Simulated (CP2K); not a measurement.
# GeH2O2F (SMILES [OH][Ge]([OH])[F]): PM3

What is the energy difference between two shapes of GeH2O2F at PM3? 

Program for the calculation: CP2K 2026.2.

2 further runs of the same task are left out: 1 that didn't finish, 1 set aside as unsound or not needed.

## Step 1: Starting point

The species is GeH2O2F (6 atoms), meant as a doublet with charge 0. SMILES: `[OH][Ge]([OH])[F]`. The shape comes from GFN2-xTB, which is rough for such elements, and wasn't checked as a minimum. This is one conformer, not always the lowest.

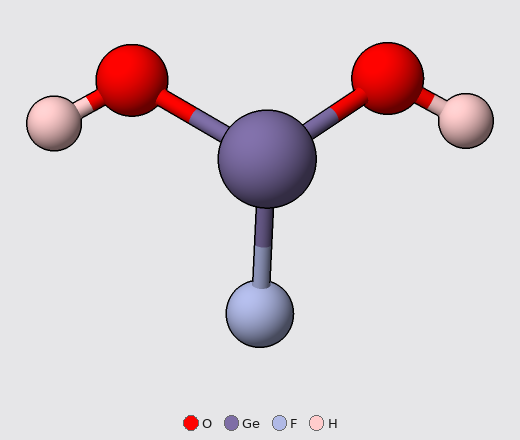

Viewed from a chosen angle; oxygen red, germanium purple, fluorine light blue, hydrogen pink.

## Step 2: Energy and forces at PM3

job.inp reads:

```
&FORCE_EVAL
  METHOD QS
  &DFT
    MULTIPLICITY 2
    UKS T
    # Quickstep
    &QS
      METHOD PM3
      EPS_DEFAULT 1.0E-10
      &SE
        &COULOMB
          CUTOFF [angstrom] 50
          RC_RANGE [angstrom] 0
        &END
        &EXCHANGE
          CUTOFF [angstrom] 50
          RC_RANGE [angstrom] 0
        &END
      &END
    &END
    # cluster boundary conditions
    &POISSON
      PERIODIC NONE
      POISSON_SOLVER ANALYTIC
    &END
    &SCF
      SCF_GUESS ATOMIC
      EPS_SCF 1.0E-07
      MAX_SCF 80
      ADDED_MOS 4
      &DIAGONALIZATION
        ALGORITHM STANDARD
      &END
      &MIXING
        METHOD DIRECT_P_MIXING
        ALPHA 0.4
      &END
    &END
    # extra output
    &PRINT
      &MOMENTS
        PERIODIC F
        REFERENCE COM
        MAX_MOMENT 1
      &END
      &MO ON
        ENERGIES T
        OCCUPATION_NUMBERS T
        NDIGITS 6
        &EACH
          QS_SCF 0
        &END
        ADD_LAST NUMERIC
      &END
      &HIRSHFELD OFF
      &END
    &END
  &END
  &SUBSYS
    &CELL
      ABC 13 12.9 12.3
      PERIODIC NONE
    &END
    &COORD
      O      5.802260     7.837700     5.531475
      Ge     6.722980     6.330220     5.471625
      O      7.635760     6.389240     6.984495
      F      5.426980     5.008650     5.789065
      H      5.018050     7.891350     4.984795
      H      7.981950     5.560710     7.315205
    &END
  &END
  # extra output
  &PRINT
    &FORCES ON
    &END
  &END
&END
&GLOBAL
  PROJECT job
  RUN_TYPE ENERGY_FORCE
  PRINT_LEVEL MEDIUM
&END
```

Command:

```bash
OMP_NUM_THREADS=1 cp2k.psmp -i job.inp > job.out 2>&1
```

Log, shortened:

```text
CP2K| version string:                                       CP2K version 2026.2
[...]
 GLOBAL| Method name                                                        CP2K
[...]
 GLOBAL| Run type                                                   ENERGY_FORCE
[...]
                             - Atoms:                                          6
[...]
                             - Spherical basis functions:                     18
[...]
 Number of electrons:                                                         13
[...]
     1 P_Mix/Diag. 0.40E+00    0.0     0.35215310       -38.2547493454 -3.83E+01
[...]
    26 DIIS/Diag.  0.77E-07    0.0     0.00000010       -42.2020737120 -2.42E-13
  *** SCF run converged in    26 steps ***
  Core-core repulsion energy [eV]:                           1294.95976183564221
  Core Hamiltonian energy [eV]:                             -1953.64627999608592
  Two-electron integral energy [eV]:                         -979.38061831738628
  Electronic energy [eV]:                                   -2443.33658915477918
  Total energy [eV]:                                        -1148.37682731913674
  Atomic reference energy [eV]:                              1140.74821720578461
  Heat of formation [kcal/mol]:                              -175.91994234797107
[...]
 SE_DIPOLE| Moment [Debye]         -1.13093653       0.49511241       1.91658550
 SE_DIPOLE| Derivative [a.u.]       0.00000000       0.00000000       0.00000000
 ENERGY| Total FORCE_EVAL ( QS ) energy [hartree]            -42.202073711971522
 FORCES| Atomic forces [hartree/bohr]
 FORCES|   Atom     x               y               z               |f|
 FORCES|      1 -1.43653487E-02  8.98550801E-03 -1.30149342E-02   2.13656526E-02
 FORCES|      2 -5.73554713E-02 -5.43368122E-02  1.83970334E-02   8.11208363E-02
 FORCES|      3  1.36435783E-02 -1.29451115E-02  8.75636908E-03   2.07460150E-02
 FORCES|      4  5.10241331E-02  4.84078735E-02 -1.60993321E-02   7.21524281E-02
 FORCES|      5  1.19957842E-02 -1.56031520E-03  7.51813046E-03   1.42427423E-02
 FORCES|      6 -4.94267554E-03  1.14488573E-02 -5.55726664E-03   1.36524572E-02
 FORCES| Sum    -9.43689571E-16 -2.08166817E-16  1.11022302E-16
 FORCES| Total atomic force                                       9.72732945E-16
[...]
```

Wall time 0.3 s (1 thread of Arm Neoverse V1, shared host).

## Step 3: The distorted shape at the same level

run.inp reads:

```
&GLOBAL
 PROJECT_NAME run
 RUN_TYPE ENERGY_FORCE
 PRINT_LEVEL MEDIUM
&END GLOBAL

&FORCE_EVAL
 METHOD QS
 &DFT
  CHARGE 0
  MULTIPLICITY 2
  UNRESTRICTED_KOHN_SHAM T
  ! Quickstep
  &QS
   METHOD PM3
   EPS_DEFAULT 1.0E-10
   &SE
    &COULOMB
     CUTOFF [angstrom] 50
     RC_RANGE [angstrom] 0
    &END COULOMB
    &EXCHANGE
     CUTOFF [angstrom] 50
     RC_RANGE [angstrom] 0
    &END EXCHANGE
   &END SE
  &END QS
  ! cluster boundary conditions
  &POISSON
   PERIODIC NONE
   POISSON_SOLVER ANALYTIC
  &END POISSON
  ! SCF settings
  &SCF
   SCF_GUESS ATOMIC
   EPS_SCF 1.0E-07
   MAX_SCF 80
   ADDED_MOS 4
   &DIAGONALIZATION
    ALGORITHM STANDARD
   &END DIAGONALIZATION
   &MIXING
    METHOD DIRECT_P_MIXING
    ALPHA 0.4
   &END MIXING
  &END SCF
  ! extra output
  &PRINT
   &MOMENTS
    PERIODIC F
    REFERENCE COM
    MAX_MOMENT 1
   &END MOMENTS
   &MO ON
    ENERGIES T
    OCCUPATION_NUMBERS T
    NDIGITS 6
    &EACH
     QS_SCF 0
    &END EACH
    ADD_LAST NUMERIC
   &END MO
   &HIRSHFELD OFF
   &END HIRSHFELD
  &END PRINT
 &END DFT
 &SUBSYS
  ! box in angstrom
  &CELL
   ABC [angstrom] 12.9 13 12.3
   PERIODIC NONE
  &END CELL
  &COORD
   O      5.734578     7.940484     5.542374
   Ge     6.746380     6.434120     5.359188
   O      7.483450     6.470342     7.060356
   F      5.408312     5.024402     5.822335
   H      4.975248     7.975598     5.023634
   H      7.924752     5.588636     7.276366
  &END COORD
 &END SUBSYS
 &PRINT
  &FORCES ON
  &END FORCES
 &END PRINT
&END FORCE_EVAL
```

Command:

```bash
OMP_NUM_THREADS=1 cp2k.psmp run.inp > run.out
```

Log, shortened:

```text
CP2K| version string:                                       CP2K version 2026.2
[...]
 GLOBAL| Method name                                                        CP2K
[...]
 GLOBAL| Run type                                                   ENERGY_FORCE
[...]
                             - Atoms:                                          6
[...]
                             - Spherical basis functions:                     18
[...]
 Number of electrons:                                                         13
[...]
     1 P_Mix/Diag. 0.40E+00    0.0     0.35984054       -38.3392106468 -3.83E+01
[...]
    31 DIIS/Diag.  0.91E-07    0.0     0.00000007       -42.1680369561 -1.07E-13
  *** SCF run converged in    31 steps ***
  Core-core repulsion energy [eV]:                           1281.06083861243224
  Core Hamiltonian energy [eV]:                             -1950.49064995687013
  Two-electron integral energy [eV]:                         -956.04165749236881
  Electronic energy [eV]:                                   -2428.51147870305476
  Total energy [eV]:                                        -1147.45064009062253
  Atomic reference energy [eV]:                              1140.74821720578461
  Heat of formation [kcal/mol]:                              -154.56155577130070
[...]
 SE_DIPOLE| Moment [Debye]         -1.83252195       0.08672510       2.81650827
 SE_DIPOLE| Derivative [a.u.]       0.00000000       0.00000000       0.00000000
 ENERGY| Total FORCE_EVAL ( QS ) energy [hartree]            -42.168036956127004
 FORCES| Atomic forces [hartree/bohr]
 FORCES|   Atom     x               y               z               |f|
 FORCES|      1  3.65609646E-02 -2.31150797E-02  2.10115681E-03   4.33061878E-02
 FORCES|      2 -7.04684126E-02 -3.64088191E-02  8.30641384E-02   1.14852298E-01
 FORCES|      3  1.83039018E-02 -5.39049099E-02 -3.10336221E-02   6.48371640E-02
 FORCES|      4  6.11407307E-02  6.16398826E-02 -2.83930352E-02   9.13445594E-02
 FORCES|      5 -2.08281813E-02  1.31332096E-03 -1.46152779E-02   2.54783103E-02
 FORCES|      6 -2.47090032E-02  5.04756051E-02 -1.11233600E-02   5.72891847E-02
 FORCES| Sum     1.11022302E-16  0.00000000E+00  5.55111512E-17
 FORCES| Total atomic force                                       1.24126708E-16
[...]
```

Wall time 0.32 s (1 thread of Arm Neoverse V1, shared host).

## Step 4: What came out

At PM3:

| quantity | value |
| --- | --- |
| first shape: total energy | -42.20207 Eh |
| first shape: dipole moment | 2.28 D |
| first shape: HOMO energy (highest over α and β) | -9.69 eV |
| first shape: LUMO energy (lowest over α and β) | -1.75 eV |
| first shape: heat of formation at this unrelaxed shape | -175.9 kcal/mol |
| first shape: largest force on an atom | 4.171 eV/Å |
| distorted shape: total energy | -42.16804 Eh |
| distorted shape: dipole moment | 3.36 D |
| distorted shape: HOMO energy (highest over α and β) | -10.24 eV |
| distorted shape: LUMO energy (lowest over α and β) | -2.23 eV |
| distorted shape: heat of formation at this unrelaxed shape | -154.6 kcal/mol |
| distorted shape: largest force on an atom | 5.906 eV/Å |
| energy change with the atoms displaced | 0.926 eV |

With the atoms displaced the energy rises by 0.93 eV (89.4 kJ/mol). The first shape isn't relaxed at this level, so the change isn't measured from a minimum. The largest force (first shape) is 4.17 eV/Å: the shape isn't a stationary point for this species at this level.
